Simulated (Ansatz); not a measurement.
**W under a change: x(Os) = 0.75, 4 atoms, Fm-3m**

The parent structure is W in the bcc (W type) structure (space group Im-3m, No. 229; a = 3.169 Å).

The other end (x = 1) is Os in the bcc (W type) structure (space group Im-3m, No. 229; a hypothetical phase, not in the database extracts checked): 14.47 Å³/atom, gap zero; this end may not be an ambient phase.

The change: Os replaces 75.0 % of the W, ordered in a cell of 4 atoms (starting symmetry Fm-3m) and fully relaxed.

Method: Ansatz (a first-principles code) r2SCAN, no spin-orbit coupling. k-mesh 13×13×13 (Γ-centred); smearing 0.05 eV (Fermi–Dirac), for the changed cell.

| quantity | base | changed | shift |
|---|---|---|---|
| volume per atom | 15.92 Å³ | 14.80 Å³ | -1.12 Å³ |
| density | 19.18 g/cm³ | 21.17 g/cm³ | +1.99 g/cm³ |
| shortest interatomic distance | 5.187 bohr | 5.062 bohr | -0.1244 bohr |
| band gap | zero | zero | – |
| mixing energy (to 0.01 eV only: unlike meshes or grids) (against an end that may be hypothetical) | – | -0.05 eV/atom | – |
| deviation of the volume from the linear (Vegard-type) interpolation | – | -0.2 % | – |

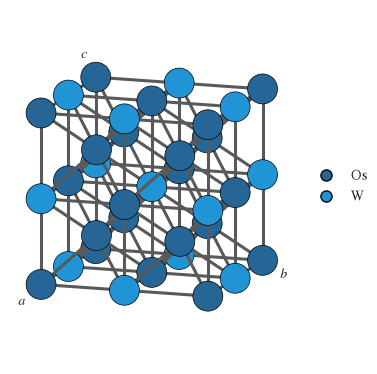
Figure. The relaxed conventional cell after the change

These are small ordered cells, not random alloys; other orderings at the same x differ. Stability against distortions was not tested. All final runs are without spin polarisation. Os3W has a high density of states at the Fermi level and may be magnetic at this level.
